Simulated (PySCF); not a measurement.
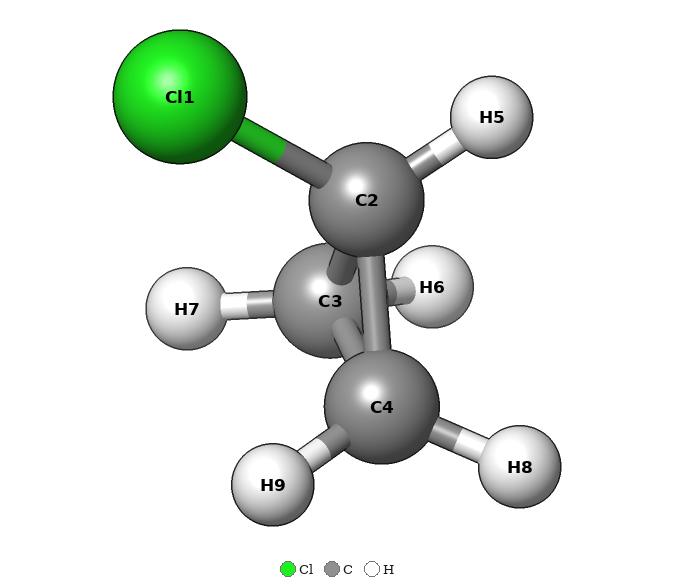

The computed structure is the end point of a PBE0-D3(BJ)/def2-TZVP optimisation. No frequency run is at hand to confirm it as a minimum. Method: GIAO ωB97X-D/pcSseg-2 NMR shielding, non-relativistic, gas phase (PySCF 2.14.0), and the same with a continuum solvent (IEF-PCM, Bondi radii x 1.2, gas-phase geometry).

How do dipole (D), HOMO–LUMO gap (eV), σ(Cl1) (ppm), σ(H5) (ppm), σ(H6) (ppm) change in chloroform (ε = 4.7)?

| medium | dipole (D) | HOMO–LUMO gap (eV) | σ(Cl1) (ppm) | σ(H5) (ppm) | σ(H6) (ppm) |
| --- | --- | --- | --- | --- | --- |
| gas phase | 2.01 | 12.04 | 812.0 | 28.88 | 30.90 |
| chloroform | 2.45 | 12.27 | 824.9 | 28.64 | 30.72 |
